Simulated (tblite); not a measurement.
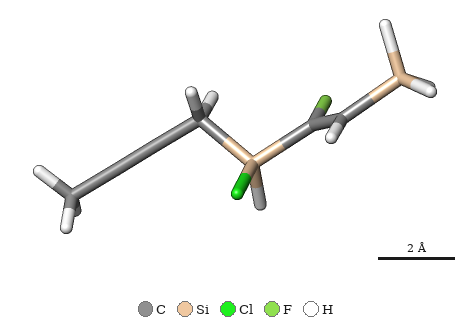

The structure as given in the input (stick view, seen at a tilt). Bond lengths as drawn: Cl–Si 2.02 Å, C–C 1.20 to 1.45 Å, C–F 1.37 Å, C–H 1.08 to 1.09 Å, C–Si 1.89 to 1.91 Å and H–Si 1.46 to 1.47 Å.

C$_{6}$H$_{10}$ClFSi$_{2}$: frequency calculation

The run: frequency calculation of C$_{6}$H$_{10}$ClFSi$_{2}$. Method and program: GFN2-xTB harmonic vibrations, gas phase (tblite 0.8.0).

It belongs to a series of runs on one base structure; here: H on C replaced by propynyl.

**What the program printed**
```
mode    cm-1     km/mol
  1      11.8      0.08
  2      18.4      0.35
  3      24.8      0.93
  4      26.1      0.41
  5      44.3      1.02
  6      75.2      1.55
  7      97.9      1.25
  8     134.0      1.49
  9     150.5      4.36
 10     182.0      9.46
 11     220.2      2.21
 12     242.6      7.77
 13     255.1      3.76
 14     299.5      0.05
 15     325.2      3.00
 16     395.2      8.49
 17     441.3     19.05
 18     493.4     20.34
 19     527.7     75.60
 20     562.6     83.66
 21     609.7    151.05
 22     644.3    226.17
 23     708.4     81.92
 24     743.2     36.79
 25     764.2     58.72
 26     768.3    140.54
 27     776.0    148.09
 28     781.9    142.88
 29     790.4    530.55
 30     809.0     27.66
 31     819.3     20.97
 32    1024.6    100.01
 33    1025.0     40.02
 34    1027.8      7.11
 35    1115.0      3.58
 36    1189.0      7.11
 37    1222.3     27.74
 38    1238.0     94.73
 39    1392.1      2.62
 40    1422.7      5.46
 41    1459.2      4.46
 42    1460.2      4.47
 43    1637.7     42.90
 44    2251.1    281.07
 45    2260.4    371.96
 46    2260.9    154.52
 47    2286.8    263.86
 48    2417.5      0.44
 49    2934.4     29.55
 50    2959.6     24.24
 51    2998.4     26.61
 52    2999.5     25.18
 53    3007.7     37.81
 54    3084.1     17.32
```

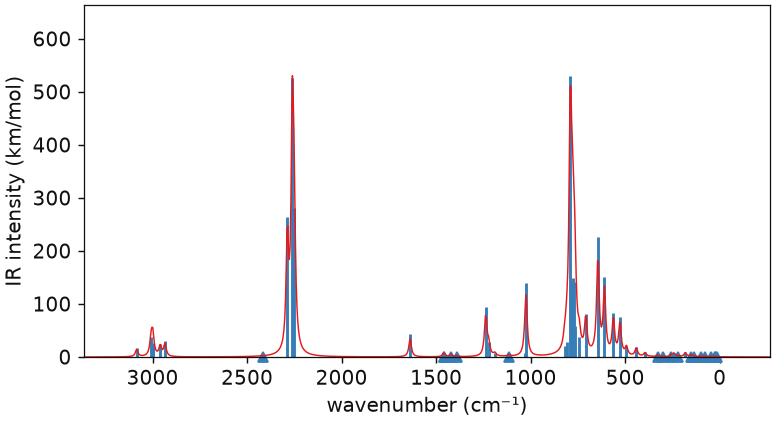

Harmonic infrared spectrum, unscaled: sticks (degenerate modes added up, dark ones marked on the axis) with a Lorentzian envelope of 16 cm⁻¹ full width, scaled to the tallest stick. 54 modes from 12 to 3084 cm⁻¹, none imaginary. The strongest line is at 790 cm⁻¹ (531 km/mol).

The run was set up as follows.

**The input**
```
{"job": {"kind": "ir", "xc": "GFN2-xTB", "basis": "xTB"}, "charge": 0, "multiplicity": 1}
C     -4.978393    -0.058209    -0.274487
C     -3.571029    -0.249746     0.005986
C     -2.409239    -0.417477     0.247821
C     -1.001423    -0.604447     0.527969
Si     0.094893     0.612944    -0.460520
Cl     0.119400     0.114662    -2.419178
C      1.872229     0.457004     0.192479
F      1.959377     0.722695     1.531772
C      2.989618     0.141450    -0.450494
Si     4.683925     0.024742     0.373045
H     -5.538856    -0.957972    -0.020450
H     -5.121063     0.158886    -1.333095
H     -5.365195     0.774803     0.312478
H     -0.728051    -1.636835     0.288264
H     -0.832945    -0.463893     1.598478
H     -0.370878     1.991767    -0.319234
H      2.888715    -0.063235    -1.505229
H      4.749201    -1.239437     1.111115
H      4.862716     1.157278     1.279330
H      5.691851     0.048419    -0.689087
```

The first line tells a small driver script what to run in tblite; the rest is the geometry in Å.

Command:
```bash
OMP_NUM_THREADS=1 python <driver script> task.json out
```

**Results in brief**

```csv
quantity,value
outcome,converged
total energy,−833.5857 eV
zero-point energy,82.0810 kcal/mol
hardware,"1 CPU thread, shared host"
wall time,4.5 s
peak memory,0.18 GiB
```
